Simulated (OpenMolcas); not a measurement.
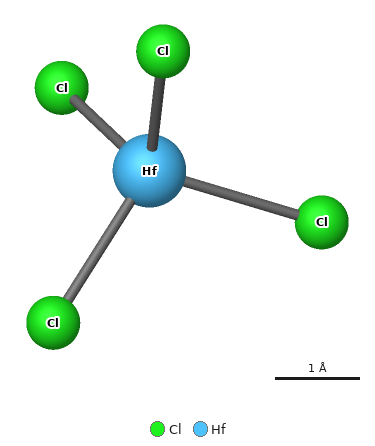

Figure 1. The structure as given in the input (ball-and-stick view, seen at a tilt). Sticks mark near contacts.

**HfCl₄: single-point calculation**

The run: single-point calculation of HfCl₄, SMILES [Cl][Hf]([Cl])([Cl])[Cl]. Method and program: PBEsol/def2-TZVP, RKS (OpenMolcas 26.06).

The geometry comes from this level: GFN2-xTB.

### Log
```
--- Start Module: gateway ---

                                              &GATEWAY

                       available to each process: 1.9 GB of memory, 1 thread

 Basis Set     1 Label: CL.DEF2-TZVP
 Basis set is read from library:.
 basistype.tbl is not found

 Basis Set     2 Label: HF.DEF2-TZVP
 Basis set is read from library:.
 basistype.tbl is not found

 Basis Set     3 Label: CL.DEF2-TZVP
 Basis set is read from library:.
 basistype.tbl is not found

++    Symmetry information:
      ---------------------

                    Character Table for C1

                             E
                    a        1  x, y, xy, Rz, z, xz, Ry, yz, Rx, I
--

++    Basis set information:
      ----------------------

      Basis set label: CL.DEF2-TZVP.........

      Electronic valence basis set:
      ------------------
      Associated Effective Charge  17.000000 au
      Associated Actual Charge     17.000000 au
      Nuclear Model: Point charge

      Shell  nPrim  nBasis  Cartesian Spherical Contaminant
         s      14       5        X
         p       9       5        X
         d       3       2                 X
         f       1       1                 X

      Basis set label: HF.DEF2-TZVP....ECP.....

      Electronic valence basis set:
      ------------------
      Associated Effective Charge  12.000000 au
      Associated Actual Charge     72.000000 au
      Nuclear Model: Point charge

      Shell  nPrim  nBasis  Cartesian Spherical Contaminant
         s       9       6        X
         p       7       4        X
         d       5       3                 X
         f       1       1                 X

      Pseudo Potential specification:
      =======================================

      Number of Core Electrons:  60

      Potential  nTerms
           H       1
         s-H       3
         p-H       3
         d-H       3

      Effective Core Potential specification:
      =======================================

      Basis set label: CL.DEF2-TZVP.........

      Electronic valence basis set:
      ------------------
      Associated Effective Charge  17.000000 au
      Associated Actual Charge     17.000000 au
      Nuclear Model: Point charge

      Shell  nPrim  nBasis  Cartesian Spherical Contaminant
         s      14       5        X
         p       9       5        X
         d       3       2                 X
         f       1       1                 X
--

++    Molecular structure info:
      -------------------------

                    ************************************************
                    **** Cartesian Coordinates / bohr, angstrom ****
                    ************************************************

     Center  Label                x              y              z                     x              y              z
        1      CL1             -0.108036      -0.403249       4.221762             -0.057170      -0.213390       2.234060
        2      HF2              0.011395      -0.003005       0.002457              0.006030      -0.001590       0.001300
        3      CL3              2.762213      -2.784096      -1.632081              1.461700      -1.473280      -0.863660
        4      CL4             -3.860975      -0.745459      -1.561651             -2.043140      -0.394480      -0.826390
        5      CL5              1.195422       3.935808      -1.030487              0.632590       2.082740      -0.545310

                    ***************************************
                    *    InterNuclear Distances / bohr    *
                    ***************************************

               1 CL1           2 HF2           3 CL3           4 CL4           5 CL5
    1 CL1      0.000000
    2 HF2      4.239928        0.000000
    3 CL3      6.940766        4.239478        0.000000
    4 CL4      6.902863        4.241806        6.930196        0.000000
    5 CL5      6.936319        4.240653        6.926316        6.911118        0.000000

                    *******************************************
                    *    InterNuclear Distances / angstrom    *
                    *******************************************

               1 CL1           2 HF2           3 CL3           4 CL4           5 CL5
    1 CL1      0.000000
    2 HF2      2.243673        0.000000
    3 CL3      3.672895        2.243435        0.000000
    4 CL4      3.652838        2.244667        3.667302        0.000000
    5 CL5      3.670542        2.244057        3.665249        3.657206        0.000000
--

            Nuclear Potential Energy            442.84431867 au

--- Stop Module: gateway /rc=_RC_ALL_IS_WELL_ ---

--- Start Module: seward ---

                                              &SEWARD

                       available to each process: 1.9 GB of memory, 1 thread

               SEWARD will generate:
                  Multipole Moment integrals up to order  2
                  Kinetic Energy integrals
                  Nuclear Attraction integrals (point charge)
                  One-Electron Hamiltonian integrals modified with ECP contributions
                  Velocity integrals
                  Pseudo Potential integrals
                  Orbital angular momentum around (  0.0052  -0.0014   0.0011 )
                  Velocity quadrupole around (  0.0052  -0.0014   0.0011 )
                  RI decomposed two-electron repulsion integrals stored Cholesky style
                   - acCD auxiliary basis
                   - CD Threshold:   1.00E-04

                   Integrals are discarded if absolute value <: 1.00E-14
                   Integral cutoff threshold is set to       <: 1.00E-16

            Nuclear Potential Energy            442.84431867 au

      Basis set specifications :
      Symmetry species         a
      Basis functions          188

--- Stop Module: seward /rc=_RC_ALL_IS_WELL_ ---
--- Module seward spent 7 seconds ---

--- Start Module: scf ---

                                                &SCF

                       available to each process: 1.9 GB of memory, 1 thread

++    Input section:
      --------------

      Header of the integral files:

      Cartesian coordinates in angstrom:
      -----------------------------------------------------
      No.  Label        X            Y            Z
      -----------------------------------------------------
       1   CL1       -0.05717000  -0.21339000   2.23406000
       2   HF2        0.00603000  -0.00159000   0.00130000
       3   CL3        1.46170000  -1.47328000  -0.86366000
       4   CL4       -2.04314000  -0.39448000  -0.82639000
       5   CL5        0.63259000   2.08274000  -0.54531000
      -----------------------------------------------------
      Nuclear repulsion energy =  442.84431867
--

++    Orbital specifications:
      -----------------------

      Symmetry species               1
                                     a
      Frozen orbitals                0
      Occupied orbitals             40
      Secondary orbitals           148
      Deleted orbitals               0
      Total number of orbitals     188
      Number of basis functions    188
--

      Molecular charge                           0.000

      Numerical integration parameters
      --------------------------------
      Radial quadrature type:                         MHL
      Size of radial grid:                            75
      Lebedev angular grid:                           29
      Angular grid pruned with the crowding factor:  3.00E+00
                                 and fading factor:  6.00E+00
      Screening threshold for integral computation:   1.00E-11
      Radial quadrature accuracy:                     1.00E-25
      Maximum batch size:                             128
      AO values are stored on disk
      The same grid will be used for all iterations.

      DFT functional specifications
      -----------------------------
      Using Libxc version: 6.2.2
      Please cite the following reference:
      S. Lehtola, C. Steigemann, M. J.T. Oliveira, and M. A.L. Marques.,  SoftwareX 7, 1–5 (2018) doi:10.1016/j.softx.2017.11.002

      * Perdew, Burke & Ernzerhof SOL
      * Perdew, Burke & Ernzerhof SOL

++    Optimization specifications:
      ----------------------------

      SCF Algorithm: LK-RI/DF
      LK screening threshold:                     4.50E-02
      Local-Exchange (LK) algorithm.
       - the density matrix is decomposed
      D(i)-D(i-1) density differences are used
      Number of density matrices in core                 5
      Maximum number of NDDO SCF iterations            400
      Maximum number of HF SCF iterations              400
      Threshold for SCF energy change             1.00E-06
      Threshold for density matrix                1.00E-03
      Threshold for Fock matrix                   1.00E-03
      Threshold for linear dependence             1.00E-09
      Threshold at which DIIS is turned on        1.50E-01
      Maximum depth in the DIIS procedure                5
      Maximum depth in the BFGS Hessian update          30
      Threshold at which QNR/C2DIIS is turned on  7.50E-02
      Threshold for Norm(delta) (QNR/C2DIIS)      1.00E-02
      All orbitals punched on: SCFORB
--

      Input vectors read from INPORB
      Orbital file label: *Guess orbitals

++ Convergence information
                                   PBESOL     iterations: Energy and convergence statistics

Iter     Tot. PBESOL     One-elec.       Two-elec.     Energy      Max Dij or  Max Fij      DNorm      TNorm      AccCon     Time
         Energy          Energy          Energy        Change      Delta Norm                                                in Sec.

 The total and one-electron energies are shifted by a value of      1000. a.u.

   1  -867.167619853 -2599.701092502  1289.689153975   0.00E+00    8.56E-01*   1.67E+01*    1.32E+01   4.22E+02   None         1.
   2  -882.666183186 -2625.371688597  1299.861186736  -1.55E+01*   7.72E-01*   5.62E-01*    6.83E+00   4.25E+02   EDIIS        1.
   3  -877.611446984 -2608.920832028  1288.465066370   5.05E+00*   3.05E-01*   1.89E-01*    7.88E+00   4.20E+02   EDIIS        1.
   4  -884.913728638 -2622.580008212  1294.821960900  -7.30E+00*   2.36E-01*   6.32E-02*    3.02E+00   4.23E+02   EDIIS        1.
   5  -885.547686484 -2617.619657711  1289.227652552  -6.34E-01*   2.35E-01*   4.96E-02*    1.42E+00   4.23E+02   EDIIS        1.
   6  -885.544875109 -2622.522136306  1294.132942523   2.81E-03*   1.23E-02*   2.18E-02*    8.04E-01   4.23E+02   EDIIS        1.
   7  -885.648675569 -2620.992519872  1292.499525628  -1.04E-01*   1.29E-02*   4.18E-03*    1.07E-01   4.23E+02   c2DIIS       1.
   8  -885.648451954 -2619.939257276  1291.446486647   2.24E-04*   4.26E-02*   4.90E-03*    8.64E-02   4.23E+02   QNRc2DIIS    1.
   9  -885.646803315 -2621.118669663  1292.627547674   1.65E-03*   3.18E-02*   1.13E-02*    1.32E-01   4.23E+02   QNRc2DIIS    1.
  10  -885.648933162 -2620.775821034  1292.282569198  -2.13E-03*   7.89E-03    2.30E-03*    9.48E-02   4.23E+02   QNRc2DIIS    1.
  11  -885.649109650 -2620.483361122  1291.989932797  -1.76E-04*   2.19E-04    4.96E-05     2.83E-02   4.23E+02   QNRc2DIIS    1.
  12  -885.649109784 -2620.492520741  1291.999092282  -1.34E-07    1.23E-05    1.33E-05     1.00E-03   4.23E+02   QNRc2DIIS    1.

       Convergence after  12 Iterations
--

 *****************************************************************************************************************************
 *                                             SCF/KS-DFT Program, Final results                                             *
 *                                                       Final Results                                                       *
 *****************************************************************************************************************************

::    Total KS-DFT energy                           -1885.6491097839
      One-electron energy                           -3620.4925207407
      Two-electron energy                            1291.9990922824
      Nuclear repulsion energy                        442.8443186744
      Kinetic energy (interpolated)                  1854.2433318837
      Virial theorem                                    1.0169372473
      Total spin, S(S+1)                                0.0000000000
      Total spin, S                                     0.0000000000
      Max non-diagonal density matrix element           0.0000083135
      Max non-diagonal Fock matrix element              0.0000122625

      All orbitals with orbital energies smaller than  E(LUMO)+0.5 are printed

++    Molecular orbitals:
      -------------------

      Title: RKS-DFT orbitals

      Molecular orbitals for symmetry species 1: a

          Orbital            1         2         3         4         5         6         7         8         9        10
          Energy         -100.5006 -100.5005 -100.5005 -100.5004   -9.1705   -9.1704   -9.1704   -9.1702   -6.9985   -6.9984
          Occ. No.          2.0000    2.0000    2.0000    2.0000    2.0000    2.0000    2.0000    2.0000    2.0000    2.0000

          Orbital           11        12        13        14        15        16        17        18        19        20
          Energy           -6.9984   -6.9982   -6.9971   -6.9971   -6.9971   -6.9971   -6.9970   -6.9970   -6.9969   -6.9969
          Occ. No.          2.0000    2.0000    2.0000    2.0000    2.0000    2.0000    2.0000    2.0000    2.0000    2.0000

          Orbital           21        22        23        24        25        26        27        28        29        30
          Energy           -2.3830   -1.2777   -1.2777   -1.2776   -0.7647   -0.7493   -0.7492   -0.7491   -0.3770   -0.3572
          Occ. No.          2.0000    2.0000    2.0000    2.0000    2.0000    2.0000    2.0000    2.0000    2.0000    2.0000

          Orbital           31        32        33        34        35        36        37        38        39        40
          Energy           -0.3571   -0.3569   -0.3479   -0.3476   -0.3258   -0.3258   -0.3257   -0.3063   -0.3061   -0.3059
          Occ. No.          2.0000    2.0000    2.0000    2.0000    2.0000    2.0000    2.0000    2.0000    2.0000    2.0000

          Orbital           41        42        43        44        45        46        47        48        49        50
          Energy           -0.0938   -0.0936   -0.0646   -0.0643   -0.0640   -0.0289    0.0832    0.0834    0.0836    0.1122
          Occ. No.          0.0000    0.0000    0.0000    0.0000    0.0000    0.0000    0.0000    0.0000    0.0000    0.0000

          Orbital           51        52        53        54        55        56        57        58        59        60
          Energy            0.1268    0.1272    0.1275    0.1688    0.1694    0.2457    0.2775    0.2775    0.2776    0.2820
          Occ. No.          0.0000    0.0000    0.0000    0.0000    0.0000    0.0000    0.0000    0.0000    0.0000    0.0000

          Orbital           61        62        63        64        65        66        67        68        69        70
          Energy            0.2821    0.2824    0.2831    0.2835    0.2837    0.3398    0.3399    0.3425    0.3428    0.3431
          Occ. No.          0.0000    0.0000    0.0000    0.0000    0.0000    0.0000    0.0000    0.0000    0.0000    0.0000

          Orbital           71        72        73        74        75
          Energy            0.3674    0.3680    0.3687    0.3749    0.3750
          Occ. No.          0.0000    0.0000    0.0000    0.0000    0.0000

--

++    Molecular charges:
      ------------------

      Mulliken charges per centre and basis function type
      ---------------------------------------------------

                CL1     HF2     CL3     CL4     CL5
      1s       5.9361  2.4139  5.9361  5.9362  5.9361
      2px      3.8094  2.1228  3.7393  3.6697  3.7967
      2pz      3.6443  2.1229  3.7847  3.7871  3.7996
      2py      3.8081  2.1229  3.7380  3.8046  3.6655
      3d2+     0.0005  0.4423  0.0070  0.0071  0.0077
      3d1+     0.0080  0.4153  0.0047  0.0078  0.0014
      3d0      0.0107  0.4667  0.0042  0.0041  0.0035
      3d1-     0.0080  0.4045  0.0048  0.0016  0.0074
      3d2-     0.0004  0.4339  0.0070  0.0070  0.0076
      4f3+     0.0000  0.0213  0.0004  0.0005  0.0005
      4f2+     0.0000  0.0169  0.0002  0.0004  0.0003
      4f1+     0.0005  0.0252  0.0002  0.0004  0.0001
      4f0      0.0010  0.0195  0.0002  0.0002  0.0002
      4f1-     0.0006  0.0228  0.0002  0.0000  0.0004
      4f2-     0.0000  0.0156  0.0005  0.0002  0.0002
      4f3-     0.0000  0.0230  0.0004  0.0004  0.0005
      Total   17.2276 11.0895 17.2279 17.2273 17.2277

      N-E     -0.2276  0.9105 -0.2279 -0.2273 -0.2277

      Total electronic charge=   80.000000

      Total            charge=   -0.000000
--

++    Molecular properties:
      ---------------------

      Charge (e):
                      =   -0.0000
      Dipole Moment (debye):
      Origin of the operator (angstrom)=    0.0027   -0.0007    0.0006
                   X=  2.9311E-02               Y= -8.0811E-03               Z=  7.1235E-03           Total=  3.1228E-02
      Quadrupole Moment (debye*angstrom):
      Origin of the operator (angstrom)=    0.0027   -0.0007    0.0006
                  XX= -7.3907E+01              XY=  1.1964E-02              XZ=  2.6889E-02              YY= -7.3911E+01
                  YZ=  6.1346E-03              ZZ= -7.3912E+01
      In traceless form (debye*angstrom)
                  XX=  4.3583E-03              XY=  1.7946E-02              XZ=  4.0334E-02              YY= -1.5791E-03
                  YZ=  9.2018E-03              ZZ= -2.7792E-03
--

--- Stop Module: scf /rc=_RC_ALL_IS_WELL_ ---
--- Module scf spent 9 seconds ---

.##################.
.# Happy landing! #.
.##################.

    Timing: Wall=17.10 User=15.54 System=1.55
```

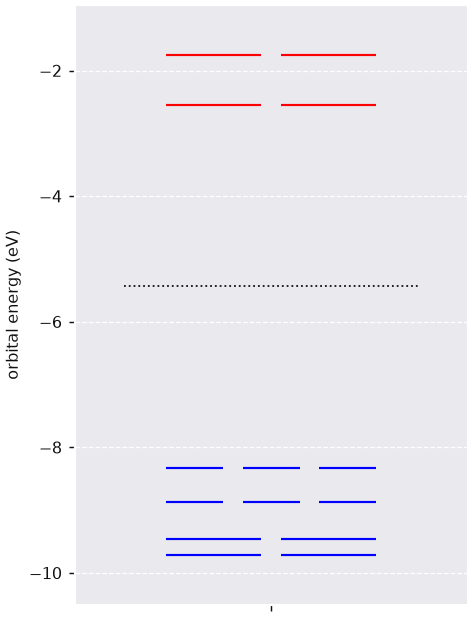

Figure 2. Orbital energies near the frontier; the dotted line parts filled from empty levels, and levels within 0.02 eV of each other stand side by side. Highest filled −8.32 eV, lowest empty −2.55 eV, 5.77 eV apart.

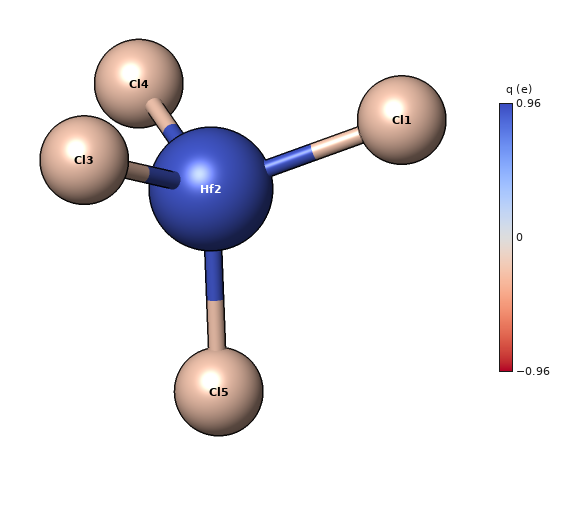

Figure 3. Mulliken charges, as the colour of each atom (ball-and-stick view, seen at a tilt; atoms are numbered from 1 in the order of the input). By element: Cl −0.23 and Hf +0.91 e.

This output came from the following input.

### Input
```
* Cl4Hf Kohn-Sham DFT

&gateway
  baslib
  $CurrDir
  coord
  geom.xyz
  basis
  def2-TZVP
  group
  NoSym
  ricd

&seward

&scf
  ksdft
  PBEsol
  thresholds
  1e-06 0.001 0.001 0.01
  prorbitals
  1 1
```

### File geom.xyz
```
5

Cl    -0.057170    -0.213390     2.234060
Hf     0.006030    -0.001590     0.001300
Cl     1.461700    -1.473280    -0.863660
Cl    -2.043140    -0.394480    -0.826390
Cl     0.632590     2.082740    -0.545310
```

Launch command:
```bash
export MOLCAS_MEM=1860
pymolcas job.inp > job.log
```

### Summary

| quantity | value |
| --- | --- |
| outcome | converged |
| total energy | −1885.649110 hartree |
| basis functions | 188 |
| HOMO | −8.32 eV |
| LUMO | −2.55 eV |
| dipole moment | 0.03 debye |
| hardware | 1 thread of Arm Neoverse V2, 24 GiB of memory available, shared host |
| wall time | 17 s |
| peak memory | 0.37 GiB |
